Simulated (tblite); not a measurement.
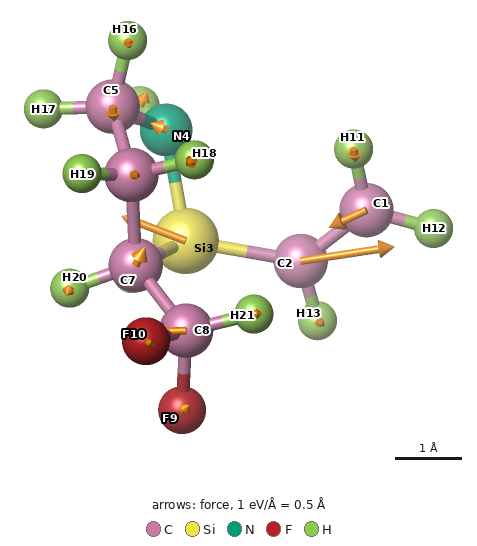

Starting geometry of C₆H₁₁F₂NSi with the computed forces as orange arrows. Style: ball-and-stick. Shown at a tilt.

These are results of GFN2-xTB geometry optimisation, gas phase in tblite 0.8.0, not measurements. 

### Is this structure relaxed? If not, where do the atoms go?

It isn't relaxed: the largest force vector, on a C atom, is 2.95 eV/Å. The final displacements have little in common with the starting forces (cosine between the two patterns 0.23). An H atom moves most after the best rigid fit: 0.47 Å. Largest moves by element: H 0.47 Å, F 0.22 Å, Si 0.07 Å, C 0.07 Å, N 0.05 Å. Among the contacts that change: C–Si 1.800 → 1.882 Å, C–C 1.353 → 1.325 Å, C–N 1.476 → 1.451 Å, C–C 1.550 → 1.528 Å. Bond angles that change, for instance: Si–N–H 111.5° → 124.9°, N–Si–H 107.2° → 117.7°, C–N–H 111.0° → 114.7°. Over 69 geometry steps the energy falls by 0.324 eV. The run took 0.67 s on 1 thread of Arm Neoverse V1, on a shared host.
